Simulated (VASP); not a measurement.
Band structure of W (bcc). Level of theory: PBE GGA with D4 dispersion, VASP's PBE PAW potentials (set 64) (plane waves; VASP).

Unless said otherwise, spin-orbit coupling is left out, though it shifts the bands of the heavy elements here.

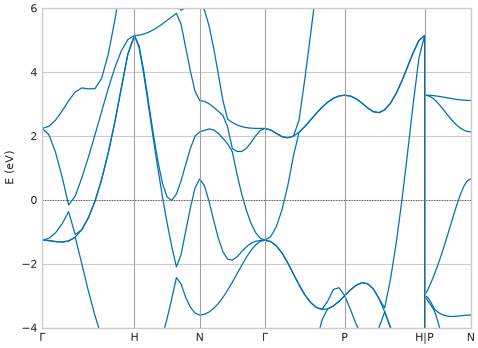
Bands along high-symmetry lines, zero at the valence-band maximum or, without a gap, the Fermi level

Problem. Read the plot: is there a gap, and where are the band edges?

Solution. It has no gap at this level: it comes out as a metal or semimetal. (Edges off the drawn lines would not show.)

The compound is W in the bcc structure. It was relaxed first.
